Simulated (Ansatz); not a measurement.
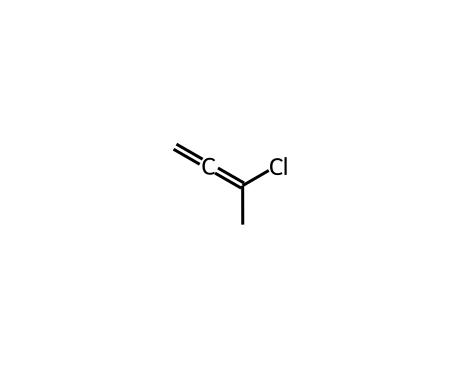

A structural formula.

> Transcribe the drawing into SMILES.

C=C=C(C)Cl

> What is the molecular formula?

C4H5Cl.

> An optimisation with PBE0-D4/def2-TZVP gave a structure of which point group?

Cs.

More results for the same structure follow; atom numbers are the same in all pictures, views and colours differ. Computed geometry: PBE0-D4/def2-TZVP optimisation.

**Geometry**

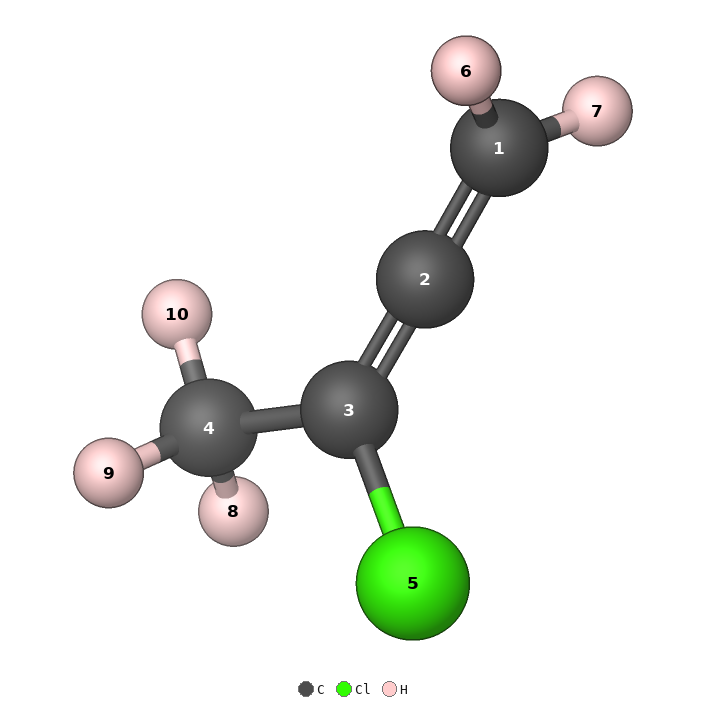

Atoms carry their numbers in the input.

What are the angles C2–C1–H6, C1–C2–C3, C2–C3–C4, C2–C3–Cl5, C4–C3–Cl5, C3–C4–H8, C3–C4–H10?

| angle | degrees |
| --- | --- |
| C2–C1–H6 | 121.3 |
| C1–C2–C3 | 179.1 |
| C2–C3–C4 | 126.1 |
| C2–C3–Cl5 | 119.1 |
| C4–C3–Cl5 | 114.9 |
| C3–C4–H8 | 110.4 |
| C3–C4–H10 | 110.2 |

**Vibrations**

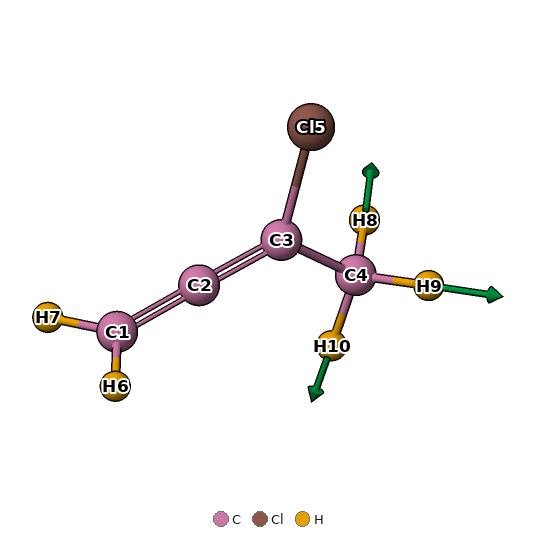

The arrows show one normal mode. Harmonic vibrations computed with RKS PBE0-D4/def2-TZVP (Ansatz 0.2.0) at a stationary point of the same level.

> Describe the motion.

Mostly in-phase stretching of 3 C–H bonds.

> Estimate its harmonic wavenumber.

3052 cm⁻¹; it is mode 20 of 24 counted from the lowest.

**Levels of theory compared**

Program: Ansatz 0.2.0.

Tabulate HOMO energy (eV) at these levels: B97M-V/def2-TZVPP; BHLYP-D4/def2-TZVPP; HSE06 (plane-wave form)-D4/def2-TZVPP; SPW92 (LDA)/def2-TZVPP; r2SCAN-D4/def2-TZVPP; r2SCAN0-D4/def2-TZVPP; ωB97M-V/def2-SVP; ωB97X-V/def2-TZVPP.

```tsv
level	HOMO energy (eV)
B97M-V/def2-TZVPP	−6.18
BHLYP-D4/def2-TZVPP	−8.14
HSE06 (plane-wave form)-D4/def2-TZVPP	−6.69
SPW92 (LDA)/def2-TZVPP	−6.05
r2SCAN-D4/def2-TZVPP	−6.12
r2SCAN0-D4/def2-TZVPP	−7.23
ωB97M-V/def2-SVP	−9.13
ωB97X-V/def2-TZVPP	−9.38
```

**Charges**

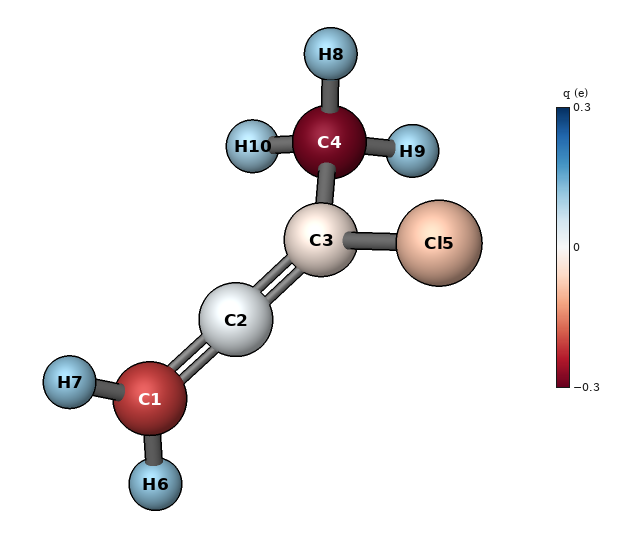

Atoms are coloured by their Mulliken charges. Level of theory: RKS ωB97M-V/def2-TZVPP (Ansatz 0.2.0).

> Which atom carries the highest charge (most positive or least negative)?

H6, H7, H8, H9 (0.12 e).

> And the lowest?

C4 (−0.28 e).

Give the Mulliken charges atom by atom.

```json
{"atom": "C1", "value (e)": "−0.21"}
{"atom": "C2", "value (e)": "0.02"}
{"atom": "C3", "value (e)": "−0.03"}
{"atom": "C4", "value (e)": "−0.28"}
{"atom": "Cl5", "value (e)": "−0.08"}
{"atom": "H6", "value (e)": "0.12"}
{"atom": "H7", "value (e)": "0.12"}
{"atom": "H8", "value (e)": "0.12"}
{"atom": "H9", "value (e)": "0.12"}
{"atom": "H10", "value (e)": "0.10"}
```

Mulliken values depend strongly on the basis set and can even reverse the polarity of a bond.
